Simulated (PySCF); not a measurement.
Vertical excitations of a molecule C3H4F2Si from TDA-PBE/def2-SVPD (PySCF), as energy in eV (oscillator strength): 5.74 (0.002), 6.04 (0.046), 6.20 (0.002), 6.61 (0.000), 6.64 (0.053), 6.85 (0.002), 7.16 (0.005), 7.26 (0.012), 7.33 (0.069), 7.34 (0.001). Lowest triplet (TDA): 4.87 eV. The structure is a stationary point at PBE-D3(BJ)/def2-SVP. Other conformers were not sampled.

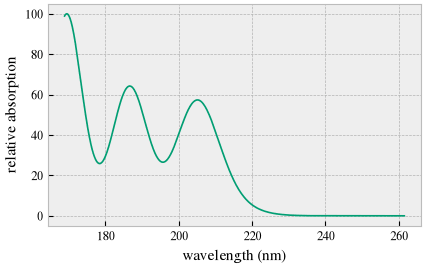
Figure: The lines broadened by 0.4 eV.

Problem. Identify the compound among the candidates.
A. FC1=C[SiH2][C@@H]1F
B. C#CC(F)(F)[SiH3]
C. FC=C=C(F)[SiH3]
D. C#C[Si](C)(F)F

Solution. B, C#CC(F)(F)[SiH3]
